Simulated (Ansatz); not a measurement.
# AlRu: stress in a strained cell

AlRu is deformed so: zz strain of +1 %. What stress and forces result, by LAPW, PAW and all-electron datasets made for the crystal?

Program: Ansatz 0.2.0. Level of theory: DFT PBEsol, scalar-relativistic. These are calculated values, not measurements.

## Step 1: The starting structure

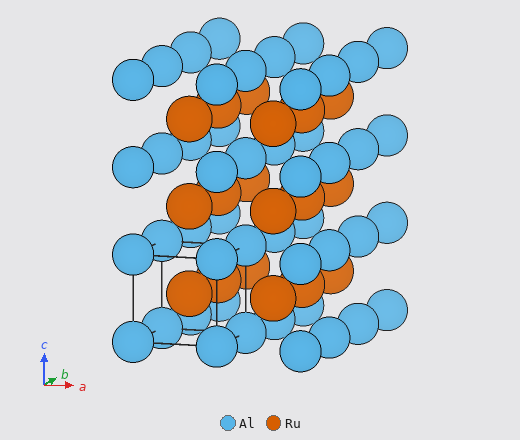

The starting structure, seen slightly off an axis (aluminium blue, ruthenium orange). 2×3×3 cells are drawn. Atoms on the faces are drawn again on the opposite ones.

As a file:

```cif
data_structure
_symmetry_space_group_name_H-M 'Pm-3m'
_symmetry_Int_Tables_number 221
_cell_length_a 2.9916
_cell_length_b 2.9916
_cell_length_c 2.9916
_cell_angle_alpha 90.000
_cell_angle_beta 90.000
_cell_angle_gamma 90.000
_cell_volume 26.77
loop_
_atom_site_label
_atom_site_type_symbol
_atom_site_symmetry_multiplicity
_atom_site_Wyckoff_symbol
_atom_site_fract_x
_atom_site_fract_y
_atom_site_fract_z
_atom_site_occupancy
Al1 Al 1 a 0.00000 0.00000 0.00000 1
Ru1 Ru 1 b 0.50000 0.50000 0.50000 1
```

The file gives the conventional cell by its symmetry; the runs use the cell typed in the input.

Atoms are numbered in the order of the input: Al1, Ru2.

## Step 2: The deformed structure

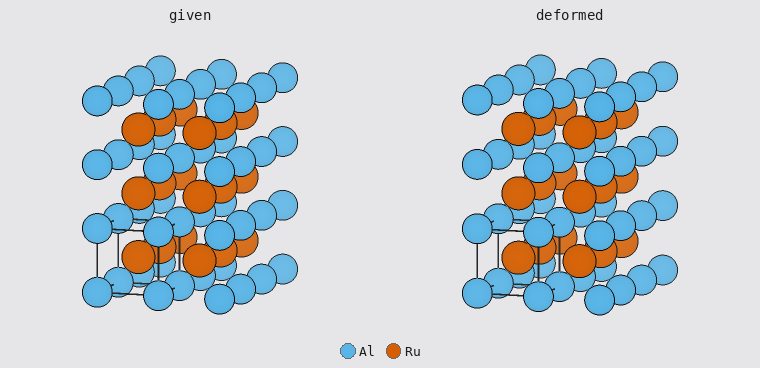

Given and deformed, at one scale.

Space group Pm-3m before, P4/mmm after.

## Step 3: Full-potential LAPW

Input file input.yaml:

```yaml
crystal:
  lattice:
    - [2.9916, 0.0, 0.0]
    - [0.0, 2.9916, 0.0]
    - [0.0, 0.0, 3.021516]
  atoms:
    - { symbol: Al, position: [0.0, 0.0, 0.0] }
    - { symbol: Ru, position: [0.5, 0.5, 0.5] }
kpoints:
  mp_grid: { grid: [12, 12, 12] }
  band_path:
    path:
      - [0.0, 0.0, 0.0]
      - [0.0, 0.5, 0.0]
      - [0.5, 0.5, 0.0]
      - [0.0, 0.0, 0.0]
      - [0.0, 0.0, 0.5]
      - [0.0, 0.5, 0.5]
      - [0.5, 0.5, 0.5]
      - [0.0, 0.0, 0.5]
      - [0.0, 0.5, 0.0]
    npoints: 5
scf:
  occupations: { method: fermi_dirac, width: 0.05 }
hamiltonian:
  xc: pbesol
  pseudopotentials: { kind: all_electron, lapw: { basis_error: 0.001 } }
output:
  forces: true
  stress: true
  eigenvalues: true
```

Command:

```bash
$ ansatz run input.yaml --threads 1 --pin off --max-ram 3072MiB --backend cpu --events-out ev --progress --plain --runs-dir out
```

Standard output, cut to the lines that bear on the results:

```text
LAPW: plane waves up to 7.919 Å⁻¹, error target 1.0e-3 eV per atom; small_component_spin mean_spin; Al in spheres of 1.172 Å, 11 of its electrons in bands, Dirac shells []; Ru in spheres of 1.427 Å, 26 of its electrons in bands, Dirac shells []
[...]
Pseudopotentials: kind: all_electron
Pseudopotential: Al, LAPW, valence charge 11, Koelling and Harmon's equation, gaussian nucleus
Pseudopotential: Ru, LAPW, valence charge 26, Koelling and Harmon's equation, gaussian nucleus
Functional definition: PBEsol
[...]
Crystal: 2 atoms, lattice volume = 27.042 Å³
Basis set: ecut = 238.9101073952828 eV, 251 PW (Γ), exchange–correlation at level 2
Bands: 23, of which v1, the nominal top of the filled ones, is band 19 counted from 1 (18 counted from 0)
Symmetry: 16 space group operations
Space group: P4/mmm (ITA 123), of the structure as read, at distance tolerance 3.0e-5 Å
k-points: 196 of 1728
[...]
SCF iter   1: F=—  HF=-129829.534341 eV  |F-HF|=—  |Δ(HF+E_count)|=         —  Δρ=3.56e-2  dr2=2.81e-1  ethr=7.54e-4  ⟨swp⟩=2.6  Hψ=29883  notcnv=0
[...]
the basis was enlarged: its passes take 679.2 KiB over the memory plan, 1 of 1 planned eigensolver slots
[...]
SCF iter   7: F=-129828.850739 eV  HF=-129828.850739 eV  |F-HF|=3.59e-9  |Δ(HF+E_count)|=   3.65e-8  Δρ=1.28e-6  dr2=4.06e-10  ethr=8.91e-11  ⟨swp⟩=2.6  Hψ=13132  notcnv=0
[...]
NSCF: frozen V_eff on 41 k-points
SCF converged after 7 iterations
Free energy (F): -129828.850739 eV
[...]
E sigma→0 (E₀):  -129828.844686 eV
Entropy (-TS):   -0.012108 eV (-6.054 meV/atom)
Fermi energy:    18.061338 eV
[...]
--- Forces (eV/Å), atoms counted from 1 ---
  atom   1  Al    -0.00000000     0.00000000     0.00000000
  atom   2  Ru    -0.00000000    -0.00000000    -0.00000000
[...]
--- Stress (GPa, compression-positive) ---
       -4.827666      -0.000000      -0.000000
       -0.000000      -4.827666      -0.000000
       -0.000000      -0.000000      -6.537110
  P = ⅓ Tr σ = -5.3975 GPa (-53.975 kbar)
--- Band table (eV; the first three rows and the last of 196) ---
  k-point 0: bands = ["-250.4991", "-250.4984", "-250.4624", "-250.4604", "-250.4604", "-83.6301", "-53.6476", "-45.3072", "-45.3072", "-45.3069", "-23.6279", "-23.6144", "-23.6144", "8.4470", "14.5273", "14.5338", "18.2314", "18.2314", "18.2945", "23.8769", "24.1774", "24.1774", "28.9890"]
[...]
```

Run time: 27 s. Hardware: 1 thread of Arm Neoverse V2, shared host; peak memory 0.57 GiB.

Read from it: pressure -5.40 GPa; no gap.

## Step 4: PAW with frozen cores

Input file input.yaml:

```yaml
crystal:
  lattice:
    - [2.9916, 0.0, 0.0]
    - [0.0, 2.9916, 0.0]
    - [0.0, 0.0, 3.021516]
  atoms:
    - { symbol: Al, position: [0.0, 0.0, 0.0] }
    - { symbol: Ru, position: [0.5, 0.5, 0.5] }
kpoints:
  mp_grid: { grid: [12, 12, 12] }
scf:
  occupations: { method: fermi_dirac, width: 0.05 }
hamiltonian:
  xc: pbesol
  pseudopotentials: { kind: paw }
output:
  forces: true
  stress: true
  eigenvalues: true
  efg: { contact_densities: true }
```

Command:

```bash
$ ansatz run input.yaml --threads 1 --pin off --max-ram 3072MiB --backend cpu --events-out ev --progress --plain --runs-dir out
```

Standard output, cut to the lines that bear on the results:

```text
Ru: output.efg is read without spin–orbit coupling, which moves field gradients at and beside such atoms by some per cent and up to a factor of two; PAW files take it under magnetization.noncollinear and magnetization.spin_orbit
[...]
Pseudopotentials: kind: paw
Pseudopotential: Al, paw, valence charge 3, recommended cutoff 420 eV (normal)
Pseudopotential: Ru, paw, valence charge 16, recommended cutoff 420 eV (normal)
[... 1 set-up line as earlier in the session ...]
[...]
Crystal: 2 atoms, lattice volume = 27.042 Å³
Basis set: ecut = 420 eV, 503 PW (Γ), exchange–correlation on 40×40×48 points (8 copies of the dense FFT grid, shifted against one another)
Bands: 14, of which v1, the nominal top of the filled ones, is band 10 counted from 1 (9 counted from 0)
[... 2 set-up lines as earlier in the session ...]
k-points: 196 of 1728
[...]
--- Forces (eV/Å), atoms counted from 1 ---
  atom   1  Al    -0.00000000     0.00000000     0.00000000
  atom   2  Ru     0.00000000    -0.00000000    -0.00000000
[...]
--- Stress (GPa, compression-positive) ---
       -4.786711      -0.000000      -0.000000
       -0.000000      -4.786711      -0.000000
       -0.000000      -0.000000      -6.497026
  P = ⅓ Tr σ = -5.3568 GPa (-53.568 kbar)
--- PAW observables at the nuclei: V_zz in 10²¹ V/m², potentials from the cell's mean, atoms counted from 1 ---
  atom   1  Al V_zz =    -0.004464   η = 0.0000   by run symmetry: allowed
            electrostatic potential = -1239.238272 V   contact ρ = 10041.721941 e/Å³
  atom   2  Ru V_zz =    +0.579675   η = 0.0000   by run symmetry: allowed
            electrostatic potential = -6798.876856 V   contact ρ = 718357.769163 e/Å³
--- Band table (eV; the first three rows and the last of 196) ---
  k-point 0: bands = ["-55.9255", "-25.9056", "-25.8921", "-25.8921", "6.1836", "12.2570", "12.2636", "15.9601", "15.9601", "16.0231", "21.6140", "21.9147", "21.9147", "26.6734"]
[...]
```

Run time: 4.1 s. Hardware: 1 thread of Arm Neoverse V2, shared host; peak memory 0.37 GiB.

This run gives: pressure -5.36 GPa; no gap; Vzz Al1 0.00 (η = 0.00), Ru2 0.58 (η = 0.00) (10²¹ V/m²).

## Step 5: Datasets made for this crystal

Changes to input.yaml since step 4:

```diff
@@ -14,3 +14,3 @@
   xc: pbesol
-  pseudopotentials: { kind: paw }
+  pseudopotentials: { kind: all_electron, datasets: crystal }
 output:
```

Command:

```bash
$ ansatz run input.yaml --threads 1 --pin off --max-ram 3072MiB --backend cpu --events-out ev --progress --plain --runs-dir out
```

Standard output, cut to the lines that bear on the results:

```text
[...]
band count auto-derived: 11 (N_el = 11.0; filled up to band 6; 10 by the electrons, moments and atoms)
Ru: output.efg is read without spin–orbit coupling, which moves field gradients at and beside such atoms by some per cent and up to a factor of two; PAW files take it under magnetization.noncollinear and magnetization.spin_orbit
[...]
[... 1 set-up line as earlier in the session ...]
Pseudopotential: Al, paw, valence charge 11, recommended cutoff 280 eV (normal), Koelling and Harmon's equation, gaussian nucleus
Pseudopotential: Ru, paw, valence charge 16, recommended cutoff 280 eV (normal), Koelling and Harmon's equation, gaussian nucleus
[... 1 set-up line as earlier in the session ...]
[...]
Crystal: 2 atoms, lattice volume = 27.042 Å³
Basis set: ecut = 280 eV, 257 PW (Γ), exchange–correlation on 36×36×36 points (8 copies of the dense FFT grid, shifted against one another)
[...]
--- Forces (eV/Å), atoms counted from 1 ---
  atom   1  Al    -0.00000000     0.00000000     0.00000000
  atom   2  Ru     0.00000000    -0.00000000    -0.00000000
[...]
--- Stress (GPa, compression-positive) ---
       -4.827915      -0.000000      -0.000000
       -0.000000      -4.827915      -0.000000
       -0.000000      -0.000000      -6.537889
  P = ⅓ Tr σ = -5.3979 GPa (-53.979 kbar)
  It holds what live shells' own plane waves past their cutoff add
--- PAW observables at the nuclei: V_zz in 10²¹ V/m², potentials from the cell's mean, atoms counted from 1 ---
  atom   1  Al V_zz =    -0.005077   η = 0.0000   by run symmetry: allowed
            electrostatic potential = -1237.731511 V   contact ρ = 10047.785190 e/Å³
  atom   2  Ru V_zz =    +0.609856   η = 0.0000   by run symmetry: allowed
            electrostatic potential = -6797.162690 V   contact ρ = 718386.304290 e/Å³
--- Band table (eV; the first three rows and the last of 196) ---
  k-point 0: bands = ["8.4470", "14.5273", "14.5339", "18.2315", "18.2315", "18.2945", "23.8769", "24.1774", "24.1774"]
[...]
```

Wall time 11 s (1 thread of Arm Neoverse V2, shared host); peak memory 0.53 GiB.

This run gives: pressure -5.40 GPa; no gap; Vzz Al1 -0.01 (η = 0.00), Ru2 0.61 (η = 0.00) (10²¹ V/m²).

## Step 6: Stress and forces compared

Stress (GPa, compression positive):

```tsv
method	xx	yy	zz	yz	xz	xy
LAPW	-4.83	-4.83	-6.54	0.00	0.00	0.00
PAW	-4.79	-4.79	-6.50	0.00	0.00	0.00
crystal datasets	-4.83	-4.83	-6.54	0.00	0.00	0.00
```

| method | pressure (GPa) | Vzz Al1 (10²¹ V/m²) | Vzz Ru2 (10²¹ V/m²) | SCF cycles, all passes |
| --- | --- | --- | --- | --- |
| LAPW | -5.40 | – | – | 7 |
| PAW | -5.36 | 0.00 | 0.58 | 6 |
| crystal datasets | -5.40 | -0.01 | 0.61 | 9 |

## Step 7: Summary of results

| quantity | value |
| --- | --- |
| pressure | LAPW -5.40, PAW -5.36, crystal datasets -5.40 GPa |
| largest shear or deviatoric stress (LAPW) | 1.14 GPa |

What this shows: The largest part of the stress beyond the pressure is 1.14 GPa in size, in the zz component; the atoms are carried along and not relaxed. No run of the undeformed cell stands beside it, so the pressure holds what the given cell had before the change. PAW: stress within 0.04 GPa of LAPW. Crystal datasets: stress within 0.01 GPa of LAPW.
